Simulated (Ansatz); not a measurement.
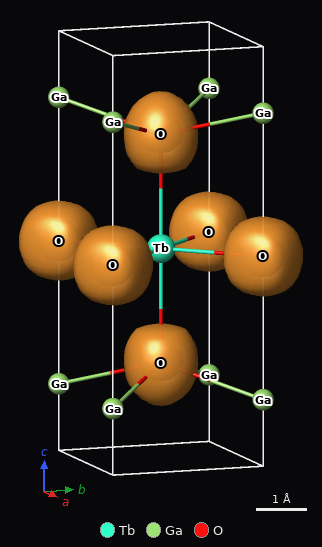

Figure. TbGa2O3. Isosurface of the ELF at 0.75 (orange), seen slightly off an axis. Core shells and regions of very low density are left out. Sticks mark near contacts.

Space group P4/mmm; a generated structure, not necessarily the stable one; changed on purpose from its base cell (volume × 1.06, shape and atoms relaxed); computed pressure about −5 GPa in this cell; computed without spin polarisation; no Hubbard U on the f states and no spin–orbit coupling.

All numbers below come from DFT PBE, scalar-relativistic, plane waves, PAW; 4f electrons in the core of a trivalent norm-conserving potential (Ansatz).

Q: What do the ELF domains correspond to?

A: At this value the surface marks out three regions wrapped around O (the valence shell of each), counted in one cell of 6 atoms. Any copies at cell faces, edges or corners count once.

Values along the shortest contacts:
Tb–O (2.30 Å): the ELF peaks at about 0.80 in the valence shell of O, 0.6 Å from its nucleus, and drops to about 0.15 between the two atoms; no shared electron pair shows on this line. Ga–O (2.37 Å): the ELF is about 0.20 at the midpoint: no localised pair shows between them.
